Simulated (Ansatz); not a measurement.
# CH5Si (SMILES C[SiH2]) at U-wB97M-V/aug-cc-pVDZ

What is the electronic atomisation energy of CH5Si at U-wB97M-V/aug-cc-pVDZ? 

Program for the calculation: Ansatz 0.2.0.

50 further runs of the same task are left out: 50 set aside as unsound or not needed.

### 1 The system as given

CH5Si has 7 atoms, charge 0, and is taken as a doublet. As SMILES, `C[SiH2]`. Geometry: relaxed at PBE0-D4/def2-TZVP.

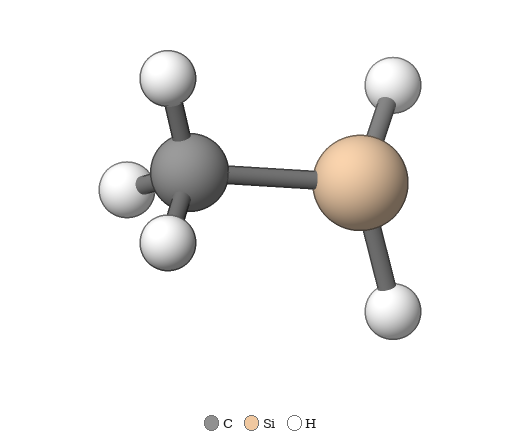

The structure, seen from a chosen angle (carbon grey, silicon light orange, hydrogen white).

### 2 A single-point energy at U-wB97M-V/aug-cc-pVDZ

The input, input.yaml:

```yaml
crystal:
  periodic: [false, false, false]
  atoms:
    - {symbol: C, position_ang: [-0.122600, -0.803200, 0.095200]}
    - {symbol: Si, position_ang: [0.176200, 1.034800, 0.314000]}
    - {symbol: H, position_ang: [-0.204800, -1.054900, -0.966600]}
    - {symbol: H, position_ang: [0.699200, -1.383300, 0.519500]}
    - {symbol: H, position_ang: [-1.047100, -1.107700, 0.589500]}
    - {symbol: H, position_ang: [-0.951500, 1.846400, -0.225700]}
    - {symbol: H, position_ang: [1.450600, 1.468000, -0.326000]}
basis:
  gaussian: {orbitals: aug-cc-pVDZ}
hamiltonian: {xc: {name: wB97M-V}}
magnetization: {spin_polarized: true, initial_magnetization: 1}
accuracy: high
output: {orbitals: {seedname: orbitals}}
```

Launch:

```console
$ ansatz run input.yaml --threads 1 --pin off --max-ram 3480MiB --events-out events.jsonl --progress --plain --runs-dir runs
```

Log:

```text
Warning: RAYON_NUM_THREADS=1 ignored (pool sized by the plan → 1); use --threads N
Functional definition: wB97M-V
  name "wB97M-V"
  parameter omega = 0.3/bohr
  parameter cx = 0.15
  parameter cx01 = 1.007
  parameter cx10 = 0.259
  parameter css00 = 0.443
  parameter css04 = -1.437
  parameter css10 = -4.535
  parameter css20 = -3.390
  parameter css43 = 4.278
  parameter cos00 = 1.000
  parameter cos10 = 1.358
  parameter cos20 = 2.924
  parameter cos21 = -8.812
  parameter cos60 = -1.390
  parameter cos61 = 9.142
  parameter b = 6.0
  parameter c = 0.01
  gx(w, u) = 1 - cx + cx01*u + cx10*w
  gss(w, u) = css00 + css04*u^4 + css10*w + css20*w^2 + css43*w^4*u^3
  gos(w, u) = cos00 + cos10*w + (cos20 + cos21*u)*w^2 + (cos60 + cos61*u)*w^6
  exchange = spin_sum(e_x_unif_sr(omega)*gx(b97_w, b97_u_x)) + cx*exact_x_sr(omega) + exact_x_lr(omega)
  correlation = spin_sum(e_c_pw_mod_same_spin*gss(b97_w, b97_u_same))
      + integral(e_c_pw_mod_opposite_spin*gos(b97_w_opposite, b97_u_opposite)) + vv10(b, c)
1901 factors; integrals over basis functions are off by at most 3.9e-9 eV
468 factors; integrals over basis functions are off by at most 2.1e-9 eV
mean field evaluation 1: about -8989.6304 eV, gradient 2.7e1 eV
mean field evaluation 2: about -8990.9497 eV, gradient 2.0e1 eV
mean field evaluation 4: about -8993.0408 eV, gradient 2.5e-1 eV
mean field evaluation 8: about -8993.0673 eV, gradient 2.6e-2 eV
mean field evaluation 16: about -8993.0673 eV, gradient 1.2e-5 eV
mean field -8993.06728035 eV, -330.4891268330 hartree, gradient 2.9e-8 eV, S^2 0.750995; 0 other end points of the search recorded, 0 dependent functions left out
reference -8993.06729049 eV, -330.4891272057 hartree; 13, 12 occupied and 82, 83 virtual orbitals, 1901 factors
Total energy: -8993.06729049 eV, -330.4891272057 hartree
```

It took 63 s on 1 thread of Intel Xeon Platinum 8259CL at 2.50GHz (Skylake/Cascade Lake), shared host; peak memory 0.9 GiB.

### 3 The C atom

The input, input.yaml:

```yaml
crystal:
  periodic: [false, false, false]
  atoms:
    - symbol: C
      position_ang: [0.000000, 0.000000, 0.000000]
basis:
  gaussian: {orbitals: aug-cc-pVDZ}
total_charge: 0
magnetization: {spin_polarized: true, initial_magnetization: 2}
hamiltonian: {xc: {name: wB97M-V}}
accuracy: high
```

Launch:

```console
$ ansatz run input.yaml --threads 1 --pin off --max-ram 3480MiB --events-out events.jsonl --progress --plain --runs-dir runs
```

Log (excerpt; [...] marks lines left out):

```text
Warning: RAYON_NUM_THREADS=1 ignored (pool sized by the plan → 1); use --threads N
[... 2 set-up lines as earlier in the session ...]
[...]
  gx(w, u) = 1 - cx + cx01*u + cx10*w
  gss(w, u) = css00 + css04*u^4 + css10*w + css20*w^2 + css43*w^4*u^3
  gos(w, u) = cos00 + cos10*w + (cos20 + cos21*u)*w^2 + (cos60 + cos61*u)*w^6
[...]
      + integral(e_c_pw_mod_opposite_spin*gos(b97_w_opposite, b97_u_opposite)) + vv10(b, c)
195 factors; integrals over basis functions are off by at most 2.5e-9 eV
102 factors; integrals over basis functions are off by at most 1.6e-9 eV
[...]
mean field -1029.71238744 eV, -37.8412322744 hartree, gradient 2.5e-9 eV, S^2 2.002057; 0 other end points of the search recorded, 0 dependent functions left out
reference -1029.71238992 eV, -37.8412323653 hartree; 4, 2 occupied and 19, 21 virtual orbitals, 195 factors
Total energy: -1029.71238992 eV, -37.8412323653 hartree
```

Wall time 3 s (1 thread of Intel Xeon Platinum 8259CL at 2.50GHz (Skylake/Cascade Lake), shared host); peak memory 0.18 GiB.

### 4 The H atom at the same level

The input, job.yaml:

```yaml
crystal:
  periodic: [false, false, false]
  atoms:
    - {symbol: H, position_ang: [0.000000, 0.000000, 0.000000]}
basis:
  gaussian: {orbitals: aug-cc-pVDZ}
accuracy: high
hamiltonian: {xc: {name: wB97M-V}}
magnetization: {spin_polarized: true, initial_magnetization: 1}
```

Run the same way, it converges to -0.49284 Eh (log not shown).

### 5 The Si atom at the same level

The input, input.yaml:

```yaml
crystal:
  periodic: [false, false, false]
  atoms:
    - symbol: Si
      position_ang: [0.000000, 0.000000, 0.000000]
basis:
  gaussian:
    orbitals: aug-cc-pVDZ
magnetization:
  spin_polarized: true
  initial_magnetization: 2
hamiltonian:
  xc: {name: wB97M-V}
accuracy: high
```

Run the same way, it converges to -289.35216 Eh (log not shown).

### 6 Summary of results

At U-wB97M-V/aug-cc-pVDZ:

```
                                    quantity          value
                      molecule: total energy  -330.48913 Eh
molecule: HOMO energy (highest over α and β)       -7.64 eV
 molecule: LUMO energy (lowest over α and β)       -0.63 eV
                              molecule: ⟨S²⟩          0.751
                        C atom: total energy   -37.84123 Eh
                                C atom: ⟨S²⟩          2.002
                        H atom: total energy    -0.49284 Eh
                                H atom: ⟨S²⟩          0.750
                       Si atom: total energy  -289.35216 Eh
                               Si atom: ⟨S²⟩          2.001
               electronic atomisation energy      22.627 eV
```

What this shows: Taking the molecule apart into free atoms costs 22.63 eV (2183 kJ/mol), before zero-point energy and without spin-orbit coupling.
